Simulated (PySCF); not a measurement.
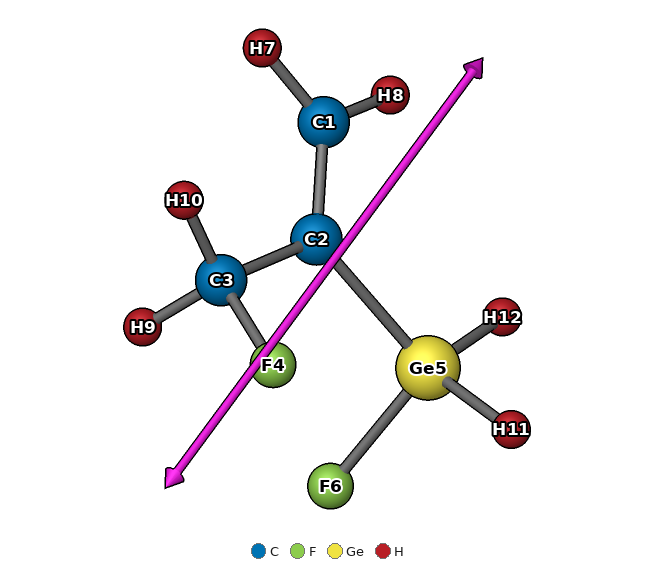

The double arrow shows the direction of the transition dipole to excited singlet state 3 (its length means nothing). The geometry was computed by an optimisation with PBE0-D3(BJ)/def2-SVP. No frequency run is at hand to confirm it as a minimum. Method: TDDFT PBE0/def2-TZVP, vertical, gas phase, core orbitals frozen in the response (PySCF 2.14.0).

Where does the transition lie, and how strong is it?

Answer. 7.31 eV (170 nm), oscillator strength 0.018, mainly HOMO−2 → LUMO (weight 0.92); transition dipole 0.81 D.
